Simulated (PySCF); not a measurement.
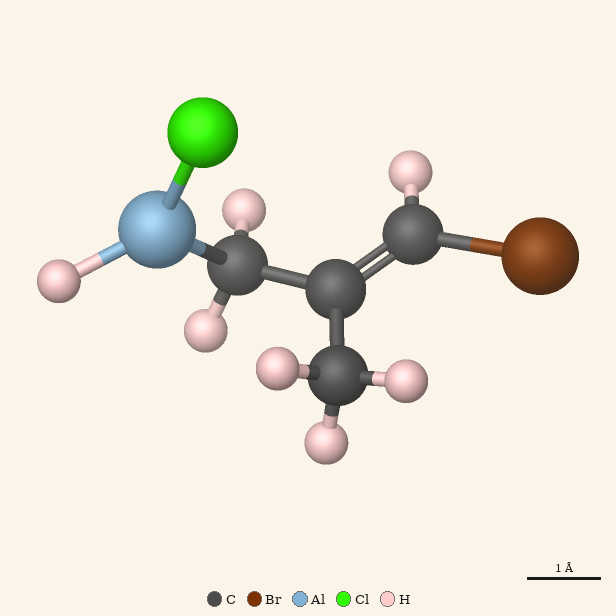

Rendered structure (ball-and-stick style). Double and triple bonds are drawn as two and three sticks.

Computed geometry: GFN2-xTB optimisation. No frequency run is at hand to confirm it as a minimum.

Question: What is the molecular formula?

Answer: C4H7AlBrCl, 14 atoms: 4 carbon, 7 hydrogen, 1 aluminium, 1 bromine and 1 chlorine.

Question: Name some functional groups or characteristic bonds that it holds.

Answer: Among them: alkene, C–Br bond.

Question: How many bonds of each kind are drawn?

Answer: 6 C–H, 3 C–C, 1 C–Br, 1 C–Al, 1 Al–Cl, 1 Al–H.

Question: Give the symmetry (Schoenflies symbol).

Answer: C1.

The parts below concern this one geometry. Atoms keep their numbers from picture to picture.

## Geometry

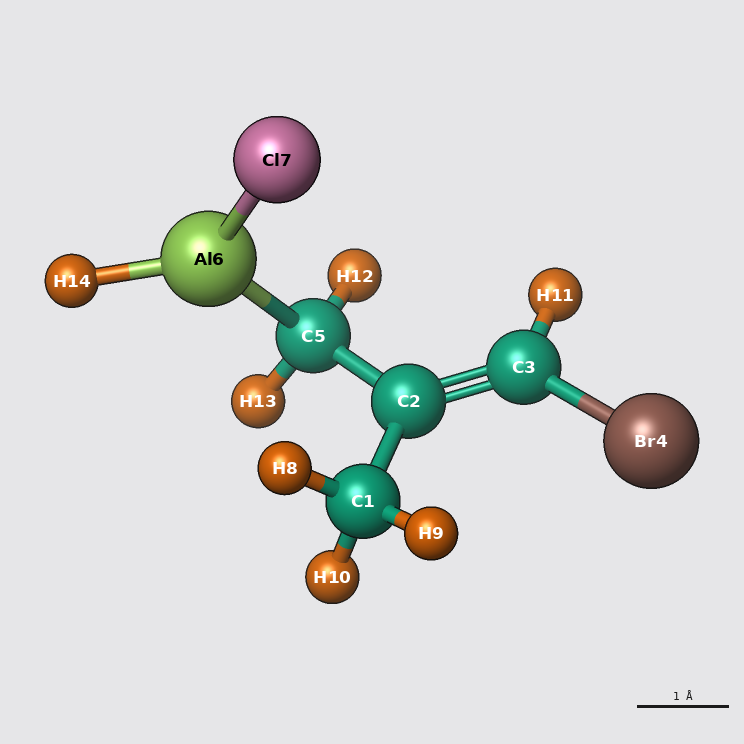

No frequency run is at hand to confirm it as a minimum.

Give the bond lengths.

```
   bond  length (Å)
  C1–C2       1.493
  C1–H8       1.102
  C1–H9       1.087
 C1–H10       1.090
  C2–C3       1.330
  C2–C5       1.494
 C3–Br4       1.900
 C3–H11       1.078
 C5–Al6       2.020
 C5–H12       1.095
 C5–H13       1.097
Al6–Cl7       2.019
Al6–H14       1.534
```

## Dipole moment

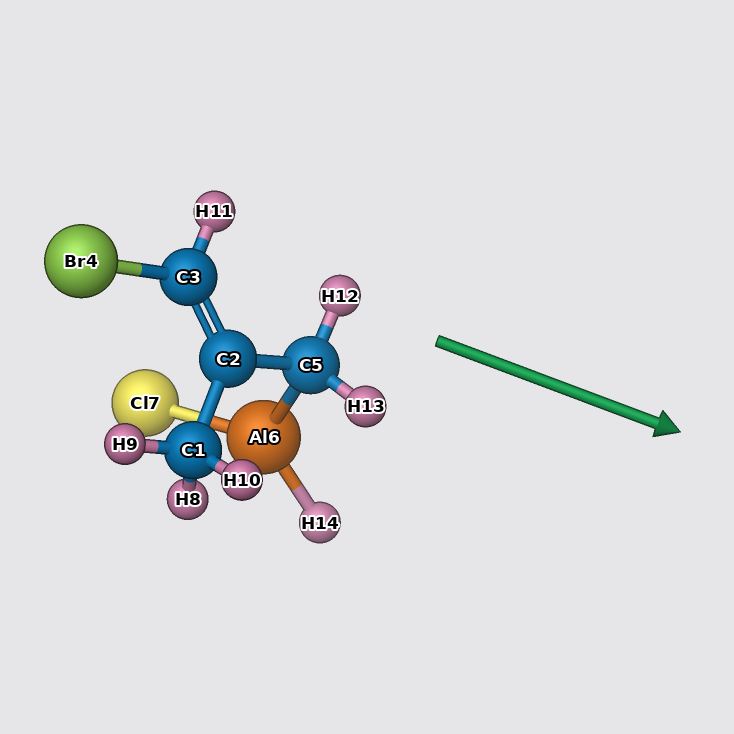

The arrow beside the molecule shows the direction of the dipole moment, from the negative to the positive end (its length means nothing). No frequency run is at hand to confirm it as a minimum. Level of theory: CAM-B3LYP/def2-SVPD, gas phase (PySCF 2.14.0).

Question: Estimate the dipole moment.

Answer: 2.44 D; it points from the side of Br4 to the side of H14 (the outermost atoms at the two ends).

## Excitation

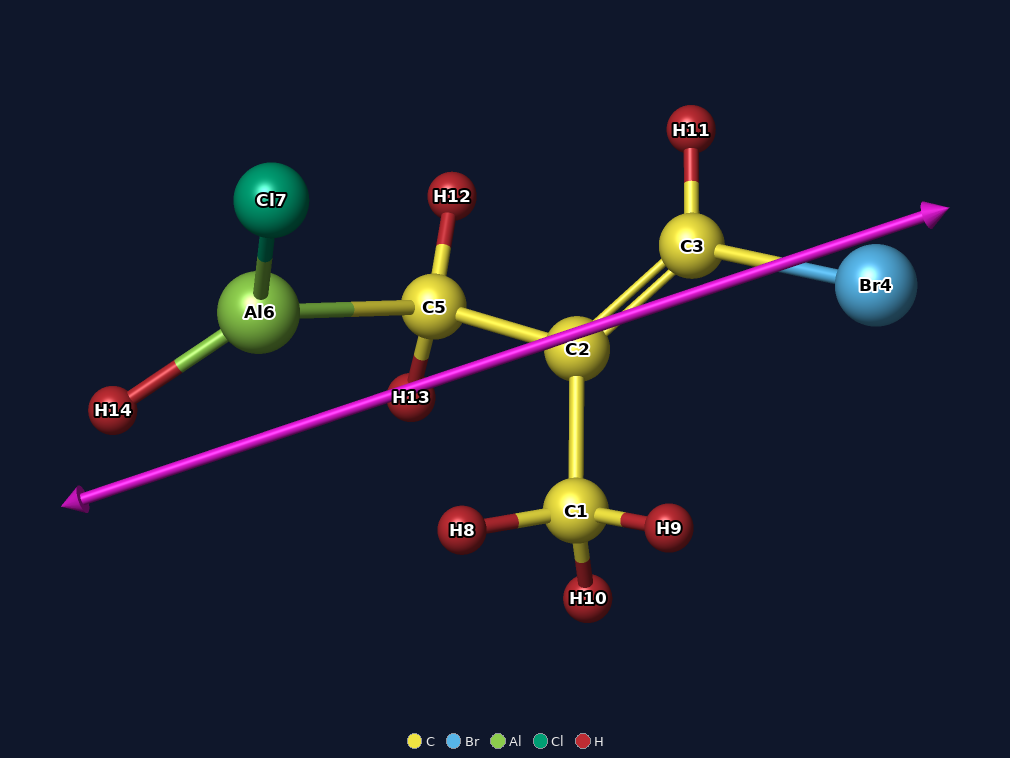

The double arrow shows the direction of the transition dipole to excited singlet state 4 (its length means nothing). No frequency run is at hand to confirm it as a minimum. Method: TDDFT CAM-B3LYP/def2-SVPD, vertical, gas phase, core orbitals frozen in the response (PySCF 2.14.0).

Question: Give its energy, strength and character.

Answer: 6.16 eV (201 nm), oscillator strength 0.26, of mixed character, with the largest part HOMO → LUMO+2 (weight 0.47); transition dipole 3.36 D.

## Polarisability

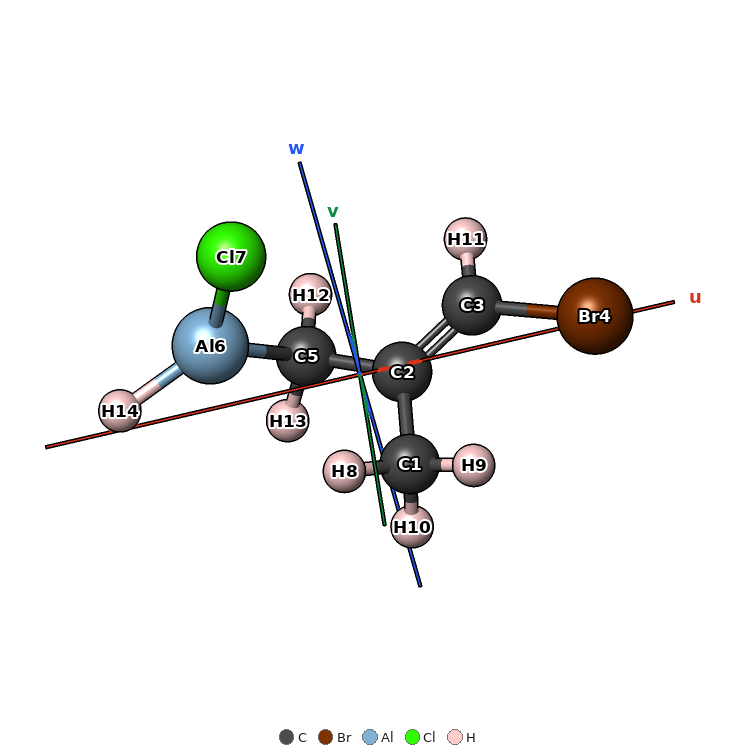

The lines u, v and w are the principal axes of the static dipole polarisability. No frequency run is at hand to confirm it as a minimum. Computed with CAM-B3LYP/def2-SVPD (PySCF 2.14.0).

Question: Along which axis is the molecule most polarisable, and along which least?

Answer: Most along u, least along v.

Question: Give the three principal values.

Answer: u 141.6, v 90.6, w 96.9 bohr³; mean 109.7, anisotropy 48.1 bohr³.

The geometry is semi-empirical. Around Al, Br such bond lengths and angles can be off by a tenth of an ångström or more and by several degrees, and values that hang on the shape move with them.
